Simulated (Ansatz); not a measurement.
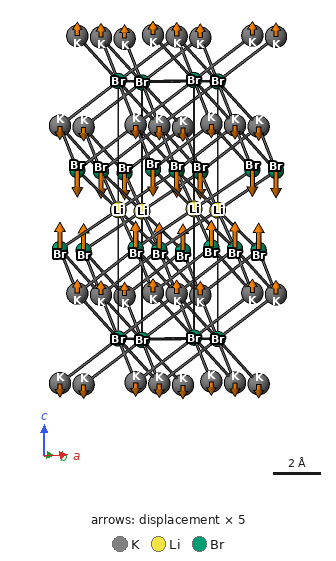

This is a relaxation of crystalline K2LiBr3 (built on the Sn2GeTe3-164 type type). The starting structure is drawn; orange arrows show the displacements (the part carried along by the change of the cell is left out), magnified 5 times.

A ball-and-stick model of the cell of the calculation, seen from a free direction.

Computed with DFT, PBEsol, plane waves, PAW (Ansatz 0.2.0). Settings: plane-wave cutoff 420 eV; k-point mesh 6 × 6 × 2; occupations fermi dirac; smearing width 0.03 eV; no spin polarisation; cell and atoms relaxed; force threshold 0.01 eV/Å; at most 120 steps.

Q: Which element moves most?

A: Bromine: up to 0.24 Å, against 0.13 Å for potassium.

Q: What did the optimiser do to the structure, and how much energy did it gain?

A: The largest moves relative to the cell, 0.24 Å, are those of Br atoms. Largest moves by element: Br 0.24 Å, K 0.13 Å. Li stays in place. The volume changes by −9.1 %, with a = b 4.491 → 4.315 Å (−3.9 %), c 11.144 → 10.980 Å (−1.5 %). Among the contacts that change: Br–Li 3.097 → 2.871 Å, Br–K 3.246 → 3.218 Å, Br–K 3.230 → 3.210 Å. Among the angles between lasting bonds that change: K–Br–K 91.9° → 95.6°, Br–K–Br 92.2° → 95.7°, K–Br–K 87.5° → 84.2°. The space group stays P-3m1 (No. 164). Over 5 accepted moves (6 points after the start) the energy falls by 30.4 meV per atom. Largest force component: 0.38 eV/Å at the start, 0.0031 eV/Å at the end. The pressure goes from −1.07 to 0.00 GPa. At 1 point the geometry stayed and the basis and grid were re-selected for the new cell (energy shift of 0.2 meV per atom at most each time).
